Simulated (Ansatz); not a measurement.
**CH₅BrOSi: basis-set convergence**

How large a basis does CH₅BrOSi need? Two functionals are run in growing sets.

Program: Ansatz 0.2.0, Gaussian basis. Level of theory: one geometry, several basis sets. These are calculated values, not measurements.

The runs, in order: PBE0-D4/def2-SVP; ωB97M-V/def2-SVP; PBE0-D4/def2-QZVPP; ωB97M-V/def2-QZVPP; the functionals' def2-TZVPP values are taken from earlier runs.

## 1. The geometry

All runs share one geometry, relaxed beforehand with PBE0-D4 in a triple-zeta def2 set.

SMILES `C[SiH](O)Br`, 9 atoms, charge 0, spin multiplicity 1.

Atoms are counted from 1 here; the program's logs count them from 0.

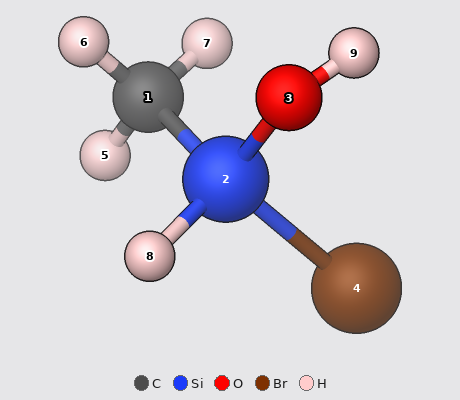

The geometry (carbon dark grey, silicon blue, oxygen red, bromine brown, hydrogen pink); atoms are numbered from 1 in the order of the file.

## 2. PBE0-D4 in def2-SVP

in.yaml

```yaml
crystal:
  periodic: [false, false, false]
  atoms:
    - {symbol: C, position_ang: [-0.516114, 1.011283, -0.365252]}
    - {symbol: Si, position_ang: [-0.062848, -0.654108, 0.307463]}
    - {symbol: O, position_ang: [1.369150, -0.668239, 1.099837]}
    - {symbol: Br, position_ang: [0.017011, -2.077661, -1.414097]}
    - {symbol: H, position_ang: [-1.493755, 0.972530, -0.850981]}
    - {symbol: H, position_ang: [-0.558482, 1.742921, 0.446106]}
    - {symbol: H, position_ang: [0.215104, 1.350733, -1.102468]}
    - {symbol: H, position_ang: [-1.054866, -1.172524, 1.270787]}
    - {symbol: H, position_ang: [2.173300, -0.551335, 0.591606]}
basis:
  gaussian: {orbitals: def2-SVP}
hamiltonian: {xc: pbe0, dispersion: d4}
output: {orbitals: {seedname: orbitals}}
```

Command:

```console
$ ansatz run in.yaml --threads 4 --pin off --events-out ev --progress --plain --max-ram 10444MiB
```

What it wrote:

```text
Functional definition: PBE0
  name "PBE0"
  cite "Adamo & Barone, J. Chem. Phys. 110, 6158 (1999) doi:10.1063/1.478522"
  cite "Perdew, Burke & Ernzerhof, Phys. Rev. Lett. 77, 3865 (1996) doi:10.1103/PhysRevLett.77.3865"
  parent pbe
  parameter a = 0.25
  parameter kappa = 0.804
  parameter beta = 0.06672455060314922
  exchange = (1 - a)*pbe_x(kappa = kappa, mu = beta*pi^2/3) + a*exact_x
  correlation = pbe_c(beta = beta)
1004 factors; integrals over basis functions are off by at most 1.2e-3 eV
mean field evaluation 1: about -81057.2628 eV, gradient 5.8e1 eV
mean field evaluation 2: about -81051.8416 eV, gradient 7.8e1 eV
mean field evaluation 4: about -81063.9650 eV, gradient 2.7e0 eV
mean field evaluation 8: about -81064.0445 eV, gradient 2.2e-1 eV
mean field evaluation 16: about -81064.0446 eV, gradient 4.7e-5 eV
mean field -81064.04456053 eV, -2979.0486904166 hartree, gradient 4.7e-5 eV, S^2 0.000000; 0 other end points of the search recorded, 0 dependent functions left out
reference -81064.04458596 eV, -2979.0486913510 hartree; 34, 34 occupied and 69, 69 virtual orbitals, 1004 factors
Total energy: -81064.21144251 eV, -2979.0548232161 hartree
```

It took 0.45 s on 4 threads of AMD EPYC 9R45, shared host.

## 3. ωB97M-V in def2-SVP

Changes to in.yaml since step 2:

```diff
@@ -14,3 +14,3 @@
   gaussian: {orbitals: def2-SVP}
-hamiltonian: {xc: pbe0, dispersion: d4}
+hamiltonian: {xc: {name: wB97M-V}}
 output: {orbitals: {seedname: orbitals}}
```

The command is unchanged.

What it wrote, cut to the lines that bear on the results:

```text
Functional definition: wB97M-V
  name "wB97M-V"
  cite "Mardirossian & Head-Gordon, J. Chem. Phys. 144, 214110 (2016) doi:10.1063/1.4952647"
  cite "Becke, J. Chem. Phys. 107, 8554 (1997) doi:10.1063/1.475007"
  cite "Vydrov & Van Voorhis, J. Chem. Phys. 133, 244103 (2010) doi:10.1063/1.3521275"
  # Of w^i u^j: cxij and so on, Table III.
[...]
  gx(w, u) = 1 - cx + cx01*u + cx10*w
  gss(w, u) = css00 + css04*u^4 + css10*w + css20*w^2 + css43*w^4*u^3
  gos(w, u) = cos00 + cos10*w + (cos20 + cos21*u)*w^2 + (cos60 + cos61*u)*w^6
[...]
      + integral(e_c_pw_mod_opposite_spin*gos(b97_w_opposite, b97_u_opposite)) + vv10(b, c)
1004 factors; integrals over basis functions are off by at most 1.2e-3 eV
274 factors; integrals over basis functions are off by at most 7.1e-6 eV
[...]
mean field -81073.13331466 eV, -2979.3826959704 hartree, gradient 2.8e-5 eV, S^2 0.000000; 0 other end points of the search recorded, 0 dependent functions left out
reference -81073.13335249 eV, -2979.3826973606 hartree; 34, 34 occupied and 69, 69 virtual orbitals, 1004 factors
Total energy: -81073.13335249 eV, -2979.3826973606 hartree
```

It took 1.5 s on 4 threads of AMD EPYC 9R45, shared host.

## 4. PBE0-D4 in def2-QZVPP

Changes to in.yaml since step 3:

```diff
@@ -13,4 +13,4 @@
 basis:
-  gaussian: {orbitals: def2-SVP}
-hamiltonian: {xc: {name: wB97M-V}}
+  gaussian: {orbitals: "def2-QZVPP.json"}
+hamiltonian: {xc: pbe0, dispersion: d4}
 output: {orbitals: {seedname: orbitals}}
```

Launched as before.

What it wrote:

```text
Functional definition: PBE0
  name "PBE0"
  cite "Adamo & Barone, J. Chem. Phys. 110, 6158 (1999) doi:10.1063/1.478522"
  cite "Perdew, Burke & Ernzerhof, Phys. Rev. Lett. 77, 3865 (1996) doi:10.1103/PhysRevLett.77.3865"
  parent pbe
  parameter a = 0.25
  parameter kappa = 0.804
  parameter beta = 0.06672455060314922
  exchange = (1 - a)*pbe_x(kappa = kappa, mu = beta*pi^2/3) + a*exact_x
  correlation = pbe_c(beta = beta)
1599 factors; their error is unknown
mean field evaluation 1: about -81071.7873 eV, gradient 7.1e1 eV
mean field evaluation 2: about -81062.3787 eV, gradient 9.7e1 eV
mean field evaluation 4: about -81081.0232 eV, gradient 4.9e0 eV
mean field evaluation 8: about -81081.2526 eV, gradient 3.0e-1 eV
mean field evaluation 16: about -81081.2527 eV, gradient 3.3e-5 eV
mean field -81081.25268914 eV, -2979.6810774791 hartree, gradient 3.3e-5 eV, S^2 0.000000; 0 other end points of the search recorded, 0 dependent functions left out
reference -81081.25272426 eV, -2979.6810787695 hartree; 34, 34 occupied and 389, 389 virtual orbitals, 1599 factors
Total energy: -81081.41958081 eV, -2979.6872106346 hartree
```

Wall time 2.6 s (4 threads of AMD EPYC 9R45, shared host); peak memory 1.6 GiB.

## 5. ωB97M-V in def2-QZVPP

Changes to in.yaml since step 4:

```diff
@@ -14,3 +14,3 @@
   gaussian: {orbitals: "def2-QZVPP.json"}
-hamiltonian: {xc: pbe0, dispersion: d4}
+hamiltonian: {xc: {name: wB97M-V}}
 output: {orbitals: {seedname: orbitals}}
```

Same command.

What it wrote, cut to the lines that bear on the results:

```text
Functional definition: wB97M-V
  name "wB97M-V"
  cite "Mardirossian & Head-Gordon, J. Chem. Phys. 144, 214110 (2016) doi:10.1063/1.4952647"
  cite "Becke, J. Chem. Phys. 107, 8554 (1997) doi:10.1063/1.475007"
  cite "Vydrov & Van Voorhis, J. Chem. Phys. 133, 244103 (2010) doi:10.1063/1.3521275"
  # Of w^i u^j: cxij and so on, Table III.
[...]
  gx(w, u) = 1 - cx + cx01*u + cx10*w
  gss(w, u) = css00 + css04*u^4 + css10*w + css20*w^2 + css43*w^4*u^3
  gos(w, u) = cos00 + cos10*w + (cos20 + cos21*u)*w^2 + (cos60 + cos61*u)*w^6
[...]
      + integral(e_c_pw_mod_opposite_spin*gos(b97_w_opposite, b97_u_opposite)) + vv10(b, c)
1548 factors; their error is unknown
325 factors; integrals over basis functions are off by at most 2.0e-5 eV
[...]
mean field -81090.38217707 eV, -2980.0165799722 hartree, gradient 2.0e-5 eV, S^2 0.000000; 0 other end points of the search recorded, 0 dependent functions left out
reference -81090.38223326 eV, -2980.0165820371 hartree; 34, 34 occupied and 389, 389 virtual orbitals, 1548 factors
Total energy: -81090.38223326 eV, -2980.0165820371 hartree
```

Wall time 6 s (4 threads of AMD EPYC 9R45, shared host); peak memory 1.9 GiB.

## 6. Functionals by basis

The def2-TZVPP values come from earlier runs at the same geometry.

```csv
functional,basis,functions,energy (eV),from the largest (eV),HOMO (eV),LUMO (eV)
PBE0-D4,def2-SVP,103,-81064.2114,17.208,-8.09,1.06
PBE0-D4,def2-TZVPP,222,-81079.5243,1.895,-8.23,0.52
PBE0-D4,def2-QZVPP,423,-81081.4196,0.000,-8.25,0.21
ωB97M-V,def2-SVP,103,-81073.1334,17.249,-10.28,2.84
ωB97M-V,def2-TZVPP,222,-81088.5652,1.817,-10.45,2.07
ωB97M-V,def2-QZVPP,423,-81090.3822,0.000,-10.47,1.46
```

## 7. Outcome

```
                                       quantity           value
PBE0-D4: double and triple zeta above quadruple  17.21, 1.90 eV
ωB97M-V: double and triple zeta above quadruple  17.25, 1.82 eV
```

**Reading.** PBE0-D4 gains 15.31 eV from double to triple zeta, then 1.90 eV more. Total energies overstate the basis error of differences, where much of it tends to cancel. The LUMO of ωB97M-V is positive and keeps falling with the basis (2.84 to 1.46 eV): an unbound level that the basis holds in place.

For PBE0-D4 the largest set took about 6 times as long as the smallest (2.6 s against 0.45 s).
